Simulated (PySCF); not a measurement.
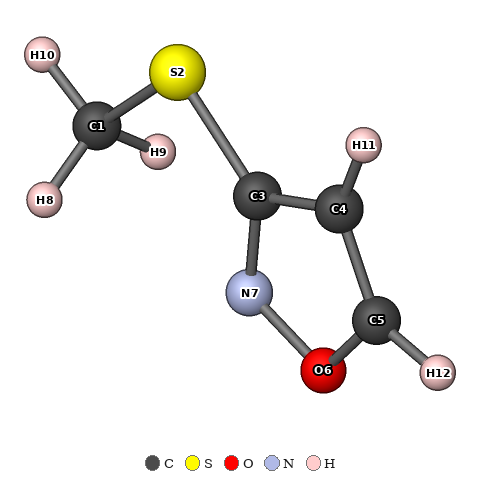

The molecule: C₄H₅NOS, SMILES CSc1ccon1.

GIAO shifts, PBE0/pcSseg-1, PySCF, at a GFN2-xTB geometry (no frequency check), against TMS for ¹³C and TMS for ¹H computed at the same level. Gas phase, fully decoupled, line heights follow the number of nuclei, widths are arbitrary (no quadrupolar broadening); values of one conformer, averaged over methyl-type rotors and exact or near symmetry; other conformers aren't averaged in.

Predict the ¹³C spectrum.

Answer. 4 signals.


```
δ (ppm)  nuclei  atoms
  166.5       1     C3
  165.8       1     C5
  110.2       1     C4
   18.9       1     C1
```

The order of signals that lie close, as those under 2 ppm apart, is within the error of the method.

Predict the ¹H spectrum.

Answer. 3 signals.


| δ (ppm) | nuclei | atoms |
| --- | --- | --- |
| 8.44 | 1 | H12 |
| 6.34 | 1 | H11 |
| 2.65 | 3 | H8, H9, H10 |

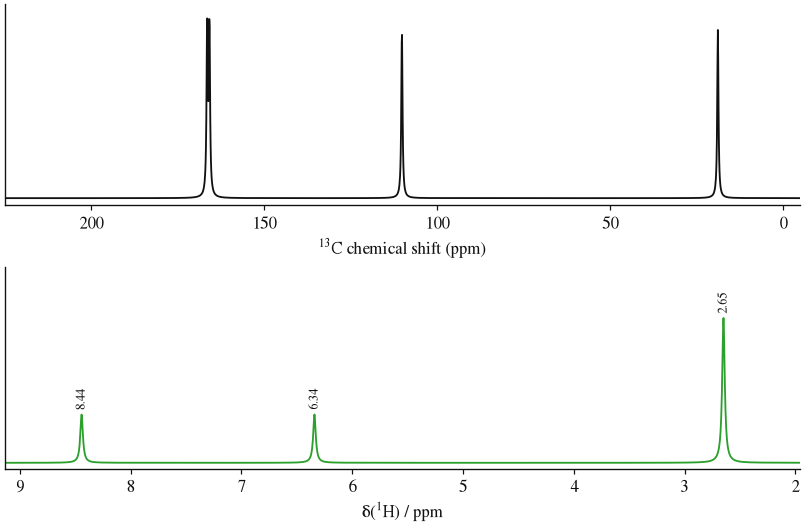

Known limits of this run: the tight-binding geometry is rougher than a DFT one and adds to the error.
